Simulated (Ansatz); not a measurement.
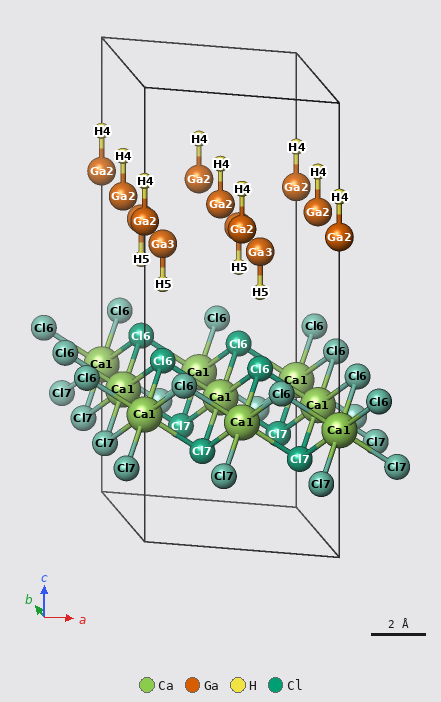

The structure (ball-and-stick view of the 2 × 2 repeat of the cell, with the vacuum cut short, seen slightly off an axis; neighbours outside the cell are drawn fainter; atoms are numbered from 1 in the order of the input). An atom can appear more than once, as a periodic image. Near neighbours in the periodic cell (some may lie outside the picture): Ca has 6 Cl at 2.69 Å; Ga has 1 H at 1.56 Å; H has 1 Ga at 1.56 Å; Cl has 3 Ca at 2.69 Å.

**Two runs on CaGa$_{2}$H$_{2}$Cl$_{2}$**

System: CaGa$_{2}$H$_{2}$Cl$_{2}$ (7 atoms in the cell).
Method of run 1: DFT PBEsol, scalar-relativistic, plane waves, PAW, no spin polarisation (Ansatz 0.2.0).

The structure was made by a generator, so it may or may not be a known phase. Text and figures count atoms from 1; the logs count them from 0 in places.

## The input, run 1
```yaml
crystal:
  lattice:
    - [3.8301340113, 0.0, 0.0]
    - [-1.9150670056, 3.3169933537, 0.0]
    - [0.0, 0.0, 44.7753657699]
  atoms:
    - { symbol: Ca, position: [0.0, 0.0, 0.1859553748] }
    - { symbol: Ga, position: [0.0, 0.0, 0.3527652378] }
    - { symbol: Ga, position: [0.3333333333, 0.6666666667, 0.3211830407] }
    - { symbol: H, position: [0.0, 0.0, 0.3876208748] }
    - { symbol: H, position: [0.3333333333, 0.6666666667, 0.2863597289] }
    - { symbol: Cl, position: [0.3333333333, 0.6666666667, 0.2202201316] }
    - { symbol: Cl, position: [0.6666666667, 0.3333333333, 0.1516375883] }
  periodic: [true, true, false]
basis:
  ecutwfc: 420
kpoints:
  mp_grid: { grid: [12, 12, 1] }
  band_path:
    path:
      - [0.0, 0.0, 0.0]
      - [0.5, 0.0, 0.0]
      - [0.33333333, 0.33333333, 0.0]
      - [0.0, 0.0, 0.0]
    npoints: 14
hamiltonian:
  xc: pbesol
scf:
  occupations: { method: gaussian, width: 0.1 }
  n_extra_bands: 17
output:
  forces: true
  stress: true
  eigenvalues: true
  populations: true
  dos: { projected: true, de: 0.02, nscf_kmesh: { grid: [15, 15, 1] } }
  bader: true
  write_density: true
  write_potential: true
  elf: true
  volumetric_format: npy
```

Command:
```bash
ansatz run input.yaml --threads 1 --pin off --max-ram 2560MiB --backend cpu --events-out ev --progress --plain --runs-dir out
```

Hardware: 1 thread of Intel Xeon @ 2.50GHz (Skylake/Cascade Lake), 189 GiB of memory available, shared host.

## Output, shortened to warnings, some set-up lines, iterations and results (run 1)
```
WARN: The output density's exchange-correlation potential varies sharply where the density is thin. Do not read a vacuum level from v_tot or v_xc, or from such a field of the output density. On a cell that repeats whose density bears no net charge and no dipole along the vacuum's axis use v_es (v_loc + v_h of the components); under efield.dipole_correction with no amplitude use v_es + v_field, …
Basis set: ecut = 420 eV, 11105 PW (Γ), exchange–correlation on 54×54×600 points (8 copies of the dense FFT grid, shifted against one another)
Symmetry: 6 space group operations
k-points: 19 of 144 (time reversal used)
Initial density: superposition of atomic densities (neutral atoms: chi_scale 0, normalization atom), corrected by the library's trained network
[...]
SCF iter   1: F=—  HF=-11438.795332 eV  |F-HF|=—  |Δ(HF+E_count)|=         —  Δρ=2.30e-3  dr2=4.71e-2  ethr=1.77e-3  ⟨swp⟩=16.1  Hψ=6923  notcnv=0  defer=84
SCF iter   2: F=—  HF=-11438.812178 eV  |F-HF|=—  |Δ(HF+E_count)|=   1.68e-2  Δρ=2.32e-3  dr2=9.63e-2  ethr=9.05e-5  ⟨swp⟩=3.0  Hψ=1782  notcnv=0  defer=199
SCF iter   3: F=—  HF=-11438.794494 eV  |F-HF|=—  |Δ(HF+E_count)|=   1.77e-2  Δρ=1.17e-3  dr2=3.64e-2  ethr=9.05e-5  ⟨swp⟩=3.2  Hψ=1623  notcnv=0  defer=202
SCF iter   4: F=—  HF=-11438.786301 eV  |F-HF|=—  |Δ(HF+E_count)|=   8.19e-3  Δρ=3.72e-4  dr2=1.39e-3  ethr=7.00e-5  ⟨swp⟩=2.3  Hψ=1046  notcnv=0  defer=194
SCF iter   5: F=—  HF=-11438.785646 eV  |F-HF|=—  |Δ(HF+E_count)|=   6.55e-4  Δρ=9.66e-5  dr2=1.28e-4  ethr=2.67e-6  ⟨swp⟩=3.1  Hψ=1279  notcnv=0  defer=187
SCF iter   6: F=—  HF=-11438.785640 eV  |F-HF|=—  |Δ(HF+E_count)|=   5.71e-6  Δρ=3.69e-5  dr2=1.29e-5  ethr=2.47e-7  ⟨swp⟩=2.6  Hψ=1118  notcnv=0  defer=187
SCF iter   7: F=—  HF=-11438.785610 eV  |F-HF|=—  |Δ(HF+E_count)|=   3.02e-5  Δρ=1.28e-5  dr2=1.26e-6  ethr=2.48e-8  ⟨swp⟩=3.2  Hψ=1329  notcnv=0  defer=187
SCF iter   8: F=—  HF=-11438.785611 eV  |F-HF|=—  |Δ(HF+E_count)|=   1.03e-6  Δρ=5.88e-6  dr2=2.12e-7  ethr=2.42e-9  ⟨swp⟩=2.7  Hψ=1323  notcnv=0  defer=187
SCF iter   9: F=-11438.785611 eV  HF=-11438.785611 eV  |F-HF|=4.68e-8  |Δ(HF+E_count)|=   3.80e-7  Δρ=1.74e-6  dr2=2.16e-8  ethr=1.92e-10  ⟨swp⟩=29.8  Hψ=9262  notcnv=0
SCF 1 converged in 9 iterations: F = -11438.785611 eV  dr2 = 2.16e-8
NSCF: frozen V_eff on 43 k-points
NSCF: frozen V_eff on 27 k-points
WARN: The output density's exchange-correlation potential varies sharply where the density is thin. Do not read a vacuum level from v_tot or v_xc, or from such a field of the output density. On a cell that repeats whose density bears no net charge and no dipole along the vacuum's axis use v_es …
SCF converged after 9 iterations
Free energy (F): -11438.785611 eV
Harris-Foulkes:  -11438.785611 eV  (|F-HF|=4.68e-8)
Internal energy: -11438.779886 eV  (E = F + TS)
E sigma→0 (E₀):  -11438.782749 eV
Entropy (-TS):   -0.005726 eV (-0.818 meV/atom)
Fermi energy:    -5.384402 eV
--- Per-component energies (eV) ---
  E_band       = -918.738818
[...]
```

The input of run 2 differs as follows (lines with − go, lines with + come):
```diff
-  xc: pbesol
+  xc: pbe
+  dispersion: d3bj
-  write_density: true
-  write_potential: true
-  elf: true
-  volumetric_format: npy
```

Predict how the results change.

The total energies belong to different models, so their difference says nothing on which is more stable or more accurate. The largest force goes from 0.164 to 0.003 eV/Å. The functional changes from PBEsol to PBE. The number of SCF iterations is the same.

## Output, shortened to warnings, some set-up lines, iterations and results (run 2)
```
Basis set: ecut = 420 eV, 11105 PW (Γ), exchange–correlation on 54×54×600 points (8 copies of the dense FFT grid, shifted against one another)
Symmetry: 6 space group operations
k-points: 19 of 144 (time reversal used)
Initial density: superposition of atomic densities (neutral atoms: chi_scale 0, normalization atom), corrected by the library's trained network
[...]
SCF iter   1: F=—  HF=-11580.478087 eV  |F-HF|=—  |Δ(HF+E_count)|=         —  Δρ=1.09e-3  dr2=3.90e-2  ethr=1.77e-3  ⟨swp⟩=16.2  Hψ=6928  notcnv=0  defer=82
SCF iter   2: F=—  HF=-11580.490910 eV  |F-HF|=—  |Δ(HF+E_count)|=   1.28e-2  Δρ=1.76e-3  dr2=7.94e-2  ethr=7.51e-5  ⟨swp⟩=3.2  Hψ=1806  notcnv=0  defer=188
SCF iter   3: F=—  HF=-11580.478669 eV  |F-HF|=—  |Δ(HF+E_count)|=   1.22e-2  Δρ=1.04e-3  dr2=2.84e-2  ethr=7.51e-5  ⟨swp⟩=3.1  Hψ=1571  notcnv=0  defer=190
SCF iter   4: F=—  HF=-11580.472088 eV  |F-HF|=—  |Δ(HF+E_count)|=   6.58e-3  Δρ=2.59e-4  dr2=1.28e-3  ethr=5.46e-5  ⟨swp⟩=2.1  Hψ=1046  notcnv=0  defer=174
SCF iter   5: F=—  HF=-11580.471689 eV  |F-HF|=—  |Δ(HF+E_count)|=   3.99e-4  Δρ=1.17e-4  dr2=2.66e-4  ethr=2.46e-6  ⟨swp⟩=3.2  Hψ=1233  notcnv=0  defer=173
SCF iter   6: F=—  HF=-11580.471641 eV  |F-HF|=—  |Δ(HF+E_count)|=   4.81e-5  Δρ=3.09e-5  dr2=8.28e-6  ethr=5.11e-7  ⟨swp⟩=2.2  Hψ=772  notcnv=0  defer=173
SCF iter   7: F=—  HF=-11580.471606 eV  |F-HF|=—  |Δ(HF+E_count)|=   3.47e-5  Δρ=1.45e-5  dr2=1.19e-6  ethr=1.59e-8  ⟨swp⟩=3.0  Hψ=1225  notcnv=0  defer=173
SCF iter   8: F=—  HF=-11580.471607 eV  |F-HF|=—  |Δ(HF+E_count)|=   2.38e-7  Δρ=5.44e-6  dr2=2.06e-7  ethr=2.29e-9  ⟨swp⟩=3.2  Hψ=1341  notcnv=0  defer=174
SCF iter   9: F=-11580.471607 eV  HF=-11580.471607 eV  |F-HF|=2.47e-8  |Δ(HF+E_count)|=   1.35e-7  Δρ=1.61e-6  dr2=1.48e-8  ethr=1.92e-10  ⟨swp⟩=23.3  Hψ=6656  notcnv=0
SCF 1 converged in 9 iterations: F = -11580.471607 eV  dr2 = 1.48e-8
NSCF: frozen V_eff on 43 k-points
NSCF: frozen V_eff on 27 k-points
SCF converged after 9 iterations
Free energy (F): -11580.471607 eV
Harris-Foulkes:  -11580.471607 eV  (|F-HF|=2.47e-8)
Internal energy: -11580.465904 eV  (E = F + TS)
E sigma→0 (E₀):  -11580.468755 eV
Entropy (-TS):   -0.005703 eV (-0.815 meV/atom)
Fermi energy:    -5.377164 eV
--- Per-component energies (eV) ---
  E_band       = -920.809609
  E_kinetic    = 857.215656
  E_local      = -143807.999230  (includes V_loc(G=0)·N_el)
  E_nonlocal   = 968.518298
  E_hartree    = 71244.370704
  E_xc         = -507.621587
  E_vxc        = -553.918438  (∫ρ·V_xc dr)
  E_paw        = -6150.623896  (= ΣΔE_a)
  E_vpaw       = -873.372237  (= ΣTr[D̂ρ^β])
  E_aug_tail   = -0.002438  (compensation charges beyond the density's cutoff)
  E_ewald      = 65816.566301
  E_disp       = -0.889712  (pairwise vdW)
  E_smearing   = -0.005703  (= −TS)
  E_closure    = 0.000000  (closes the sum)
  Σ components = -11580.471607   (vs F -11580.471607, Δ=0.00e0)
--- Forces (eV/Å), atoms counted from 1 ---
  atom   1  Ca    -0.00000000    -0.00000000     0.00155715
  atom   2  Ga    -0.00000000    -0.00000000     0.00174295
  atom   3  Ga     0.00000000     0.00000000    -0.00316625
  atom   4  H      0.00000000    -0.00000000    -0.00146879
  atom   5  H      0.00000000     0.00000000     0.00227651
  atom   6  Cl     0.00000000     0.00000000    -0.00098305
  atom   7  Cl     0.00000000     0.00000000     0.00004415
  max |Σ_I F_I| component: 2.67e-6 eV/Å
--- 2D stress c σ (N/m, compression-positive) ---
       -0.010870      -0.000000       0.000000
       -0.000000      -0.010870       0.000000
        0.000000       0.000000       0.000000
  P = ½ c Tr σ = -0.0109 N/m
  ° read free of the cell's end (the report's vacuum.weakly_bound_levels)
--- Löwdin populations: 7 sites ---
  site symbol       q [e]
     0     Ca      8.3672
     1     Ga     12.9007
     2     Ga     12.9056
     3      H      1.0339
     4      H      1.0403
     5     Cl      7.6728
     6     Cl      7.6769
  spilling = 0.007741 (of n_electrons = 52.000000)
--- Bader charges: 7 sites ---
  site symbol  charge [e]  shift [e]
     0     Ca      1.5195     0.0001
     1     Ga      0.3101     0.0040
     2     Ga      0.3071     0.0043
     3      H     -0.3103     0.0040
     4      H     -0.3048     0.0043
     5     Cl     -0.7617     0.0000
     6     Cl     -0.7600     0.0000
  estimated error of the sums over rays = 4.5e-4 e
```

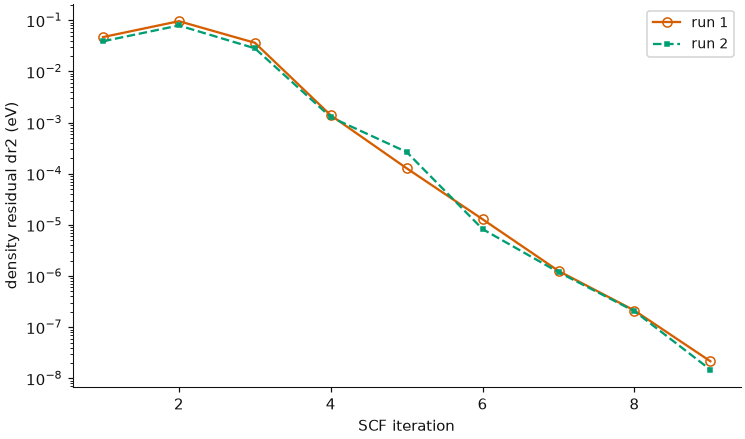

Convergence of the two runs: density residual dr2 against the SCF iteration. Run 1 takes 9 iterations in all, and run 2 takes 9.

## The two runs side by side

```tsv
quantity	run 1	run 2
outcome	converged	converged
free energy per atom (eV)	−1634.1122	−1654.3531
energy per atom, smearing taken to zero (eV)	−1634.1118	−1654.3527
gap on the mesh (eV)	0.00	0.00
largest force (eV/Å)	0.164	0.003
SCF iterations	9	9
irreducible k-points	19	19
plane waves at Γ	11105	11105
wall time (shared host)	7.2 min	7.9 min
```

For run 1: Warnings: the exchange-correlation potential is rough where the density is thin.
